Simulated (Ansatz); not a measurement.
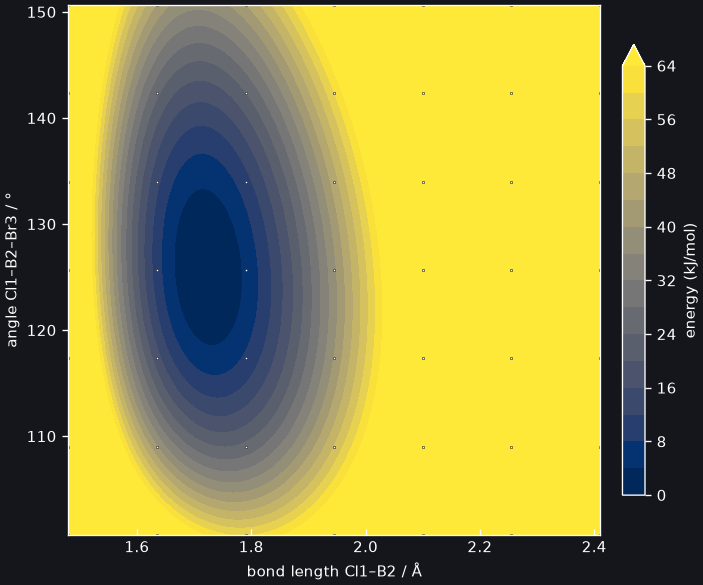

BBrCl, SMILES Cl[B]Br, spin multiplicity 2. The first coordinate is: bond length Cl1–B2; the second: angle Cl1–B2–Br3. Nothing is relaxed (all other coordinates rigid). Grid: 7 × 7 points. All energies are given in kJ/mol relative to the relaxed molecule at the same level. Theory: Ansatz, UKS r2SCAN-D4/def2-TZVP.

In the figure: filled contours, dots at the grid points, one colour for all values above the top of the scale. Between grid points the surface is interpolated.

Estimate the position of the minimum and the force constants in these coordinates.

The interpolated minimum is at bond length Cl1–B2 ≈ 1.720 Å, angle Cl1–B2–Br3 ≈ 125.7°. The curvatures there are about 25 eV/Å² and 4.9 eV/rad², with a cross term of about 1.4 eV/(Å·rad). Round the minimum the two coordinates are weakly coupled (coupling 0.12 in units of the two stiffnesses). (1 eV is 96.5 kJ/mol.)
